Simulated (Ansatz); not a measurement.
# BBrFHO (built from SMILES OB(F)Br): a reaction path by the nudged elastic band

Aim: the minimum-energy path between two given structures and its highest point. Both ends were relaxed at PBE0-D4 in triple zeta.

Method: PBE0-D4/def2-SVP; program: Ansatz 0.2.0, Gaussian basis.

17 further runs of the same task are left out: 1 that didn't finish, 16 set aside as unsound or not needed.

## 1. The starting structure

The first end: 5 atoms, charge 0, spin multiplicity 1.

Atoms are counted from 1 here; the program's logs count them from 0.

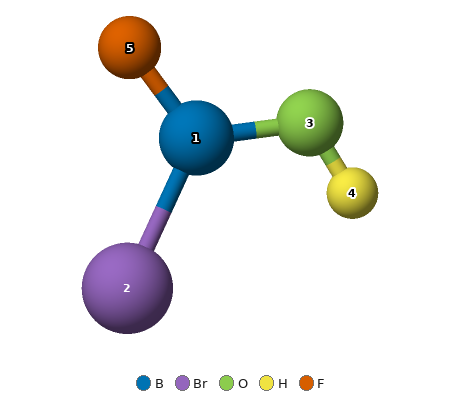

The starting geometry (boron blue, bromine purple, oxygen green, hydrogen yellow, fluorine orange); atoms are numbered from 1 in the order of the file.

Geometry (Å):

```
atom    x (Å)    y (Å)    z (Å)
  B1  -0.0715   0.0911   0.3722
 Br2   1.2379  -1.3146   0.5522
  O3  -0.5076   0.5168  -0.8211
  H4  -0.1104   0.0603  -1.5665
  F5  -0.5484   0.6465   1.4630
```

The second end:

```xyz
5
BBrFHO
B    -0.88713    0.98235    0.68584
Br    1.81655   -2.00453   -1.22861
O    -0.36361    0.38382   -0.22299
H     0.87852   -0.98053   -0.87735
F    -1.44432    1.61899    1.64301
```

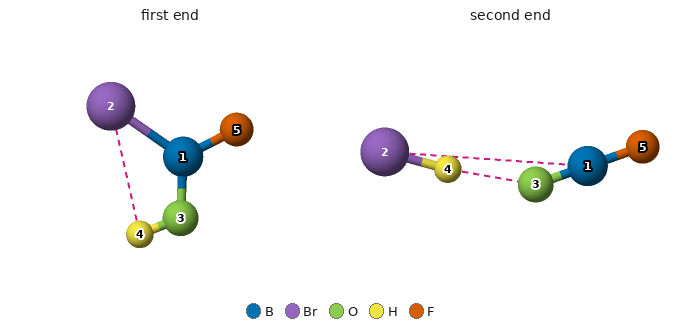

The two ends; dashed lines mark the contacts followed along the path.

## 2. The band at PBE0-D4/def2-SVP

File neb/in.yaml:

```yaml
crystal:
  periodic: [false, false, false]
  atoms:
    - {symbol: B, position_ang: [-0.071514, 0.091143, 0.372203]}
    - {symbol: Br, position_ang: [1.237919, -1.314642, 0.552171]}
    - {symbol: O, position_ang: [-0.507599, 0.516789, -0.821057]}
    - {symbol: H, position_ang: [-0.110399, 0.060269, -1.566465]}
    - {symbol: F, position_ang: [-0.548406, 0.646542, 1.463047]}
basis:
  gaussian: {orbitals: def2-SVP}
hamiltonian: {xc: pbe0, dispersion: d4}
neb:
  images: 5
  climbing: true
  max_iterations: 40
  initial_path: idpp
  final_atoms:
    - {symbol: B, position_ang: [-0.887132, 0.982349, 0.685836]}
    - {symbol: Br, position_ang: [1.816546, -2.004532, -1.228609]}
    - {symbol: O, position_ang: [-0.363608, 0.383822, -0.222991]}
    - {symbol: H, position_ang: [0.878515, -0.980526, -0.877349]}
    - {symbol: F, position_ang: [-1.444321, 1.618986, 1.643011]}
```

Launch:

```sh
$ ansatz run in.yaml --threads 2 --pin off --events-out ev --progress --plain --max-ram 4352MiB
```

Standard output:

```text
Functional definition: PBE0
  name "PBE0"
  cite "Adamo & Barone, J. Chem. Phys. 110, 6158 (1999) doi:10.1063/1.478522"
  cite "Perdew, Burke & Ernzerhof, Phys. Rev. Lett. 77, 3865 (1996) doi:10.1103/PhysRevLett.77.3865"
  parent pbe
  parameter a = 0.25
  parameter kappa = 0.804
  parameter beta = 0.06672455060314922
  exchange = (1 - a)*pbe_x(kappa = kappa, mu = beta*pi^2/3) + a*exact_x
  correlation = pbe_c(beta = beta)
829 factors; integrals over basis functions are off by at most 3.6e-4 eV
mean field evaluation 1: about -75476.9902 eV, gradient 4.6e1 eV
mean field evaluation 2: about -75472.3144 eV, gradient 6.9e1 eV
mean field evaluation 4: about -75480.5170 eV, gradient 2.6e0 eV
mean field evaluation 8: about -75480.5674 eV, gradient 1.6e-1 eV
mean field evaluation 16: about -75480.5674 eV, gradient 1.1e-5 eV
mean field -75480.56738261 eV, -2773.8596887449 hartree, gradient 1.1e-5 eV, S^2 0.000000; 0 other end points of the search recorded, 0 dependent functions left out
the calculation of the forces begins
reference -75480.56740230 eV, -2773.8596894682 hartree; 29, 29 occupied and 50, 50 virtual orbitals, 829 factors
[... from here to the last solve, the lines of the solves are left out (93 solves) ...]
WARN: NEB end point (image 0): max|allowed force component| = 1.765e-1 eV/Å (the criterion of neb.relax_end_points is 1.000e-2). That is over neb.f_tol: it is no minimum, so the barrier can be far off. Relax it first
NEB end point (image 6): max|allowed force component| = 1.964e-2 eV/Å (the criterion of neb.relax_end_points is 1.000e-2)
NEB iter   1: max|band force component| = 4.750e0 eV/Å  barrier→ = 4.4433 eV  barrier← = 2.5476 eV  Δτ_max = 0.2000 Å  (188 SCF iters)
NEB iter   2: max|band force component| = 2.885e0 eV/Å  barrier→ = 3.1991 eV  barrier← = 1.3033 eV  Δτ_max = 0.2000 Å  (151 SCF iters)
NEB iter   3: max|band force component| = 1.586e0 eV/Å  barrier→ = 2.4933 eV  barrier← = 0.5975 eV  Δτ_max = 0.2000 Å  (155 SCF iters)
NEB iter   4: max|band force component| = 4.143e0 eV/Å  barrier→ = 2.5039 eV  barrier← = 0.6081 eV  Δτ_max = 0.0982 Å  (155 SCF iters)
NEB iter   5: max|band force component| = 9.071e-1 eV/Å  barrier→ = 2.3356 eV  barrier← = 0.4398 eV  Δτ_max = 0.2000 Å  (153 SCF iters)
NEB iter   6: max|band force component| = 8.906e-1 eV/Å  barrier→ = 2.3416 eV  barrier← = 0.4458 eV  Δτ_max = 0.1663 Å  (156 SCF iters)
NEB iter   7: max|band force component| = 4.202e-1 eV/Å  barrier→ = 2.3482 eV  barrier← = 0.4524 eV  CI = image 2  Δτ_max = 0.1768 Å  (144 SCF iters)
NEB iter   8: max|band force component| = 3.241e0 eV/Å  barrier→ = 2.3318 eV  barrier← = 0.4360 eV  CI = image 2  Δτ_max = 0.0608 Å  (151 SCF iters)
NEB iter   9: max|band force component| = 2.259e0 eV/Å  barrier→ = 2.3222 eV  barrier← = 0.4265 eV  CI = image 2  Δτ_max = 0.1092 Å  (145 SCF iters)
NEB iter  10: max|band force component| = 6.018e-1 eV/Å  barrier→ = 2.3110 eV  barrier← = 0.4152 eV  CI = image 2  Δτ_max = 0.0312 Å  (136 SCF iters)
NEB iter  11: max|band force component| = 1.732e-1 eV/Å  barrier→ = 2.3076 eV  barrier← = 0.4118 eV  CI = image 2  Δτ_max = 0.0073 Å  (146 SCF iters)
832 factors; integrals over basis functions are off by at most 5.2e-4 eV
mean field -75478.69103322 eV, -2773.7907341765 hartree, gradient 7.5e-6 eV, S^2 0.000000; 0 other end points of the search recorded, 0 dependent functions left out
the calculation of the forces begins
reference -75478.69105683 eV, -2773.7907350441 hartree; 29, 29 occupied and 50, 50 virtual orbitals, 832 factors
NEB iter  12: max|band force component| = 4.087e-2 eV/Å  barrier→ = 2.3071 eV  barrier← = 0.4113 eV  CI = image 2  Δτ_max = 0.0000 Å  (882 SCF iters)
Total energy: -75478.33522088 eV, -2773.7776583143 hartree
Atom 0 at    -0.397822     0.445636     0.395139 Å, force    -0.036338     0.006337     0.020288 eV/Å
Atom 1 at     1.226152    -1.332736    -0.222132 Å, force     0.004225     0.006521    -0.001963 eV/Å
Atom 2 at    -0.663445     0.681915    -0.797107 Å, force     0.013077     0.012427     0.025450 eV/Å
Atom 3 at     0.300345    -0.359229    -1.047399 Å, force     0.007523    -0.023648    -0.009612 eV/Å
Atom 4 at    -0.465229     0.564516     1.671398 Å, force     0.011513    -0.001638    -0.034162 eV/Å
Dipole moment:    -0.034764     0.048177     0.179819 e Å
```

It took 1.8 min on 2 threads of Arm Neoverse V2, shared host.

The last band:

```
image  path (Å)  energy (kJ/mol)  Br2–H4 (Å)  B1–Br2 (Å)  O3–H4 (Å)
    0      0.00              0.0        2.86        1.93       0.96
    1      0.62             62.8        2.10        2.05       1.01
    2      1.25            222.6        1.58        2.49       1.44
    3      1.91            187.5        1.44        3.18       2.00
    4      2.58            184.5        1.43        3.70       1.99
    5      3.24            183.4        1.43        4.12       1.94
    6      3.91            182.9        1.43        4.46       1.96
```

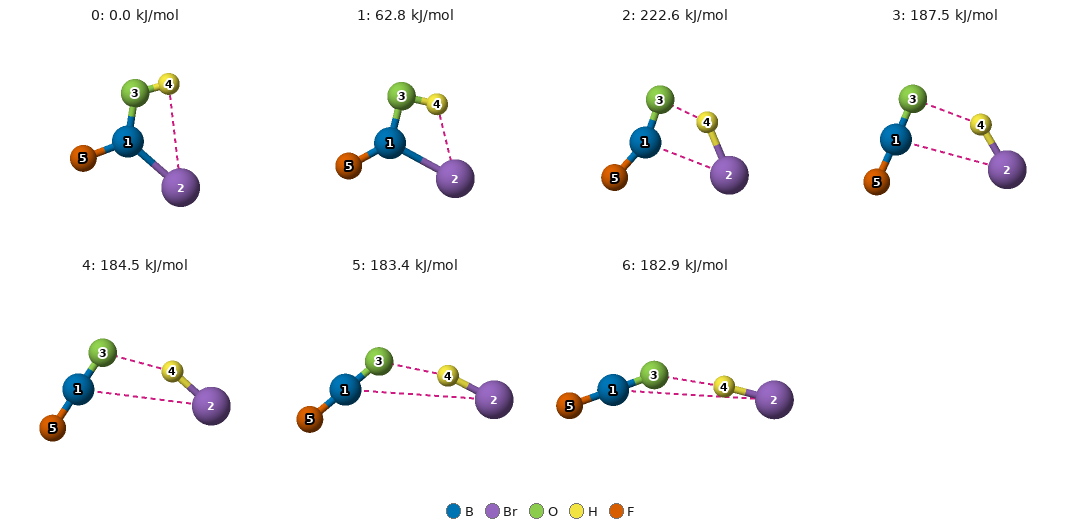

The images of the last band.

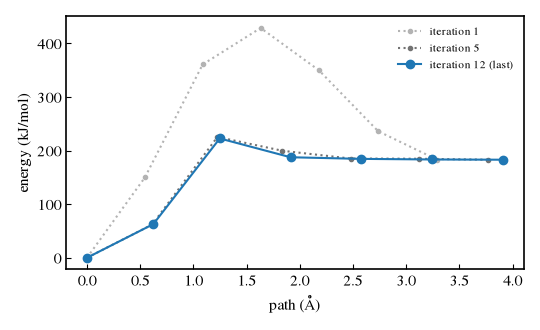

Energy along the path.

The highest image, 2:

```
B    -0.39782    0.44564    0.39514
Br    1.22615   -1.33274   -0.22213
O    -0.66344    0.68192   -0.79711
H     0.30034   -0.35923   -1.04740
F    -0.46523    0.56452    1.67140
```

## 3. Outcome

| quantity | value |
| --- | --- |
| PBE0-D4/def2-SVP, 12 iterations | highest 222.6 kJ/mol (image 2), last end +182.9 kJ/mol |
| from earlier runs: barrier over the separately found saddle, CCSD(T)/def2-TZVPP | 230.5 kJ/mol |

What this shows: The highest image lies 222.6 kJ/mol above the first end, and it climbed, so it estimates the saddle. The ends are not quite minima at this level (largest force component 0.18 eV/Å), which shifts the heights a little. The highest image is 7.9 kJ/mol below the CCSD(T) barrier in triple zeta, which comes from separate runs on the saddle.
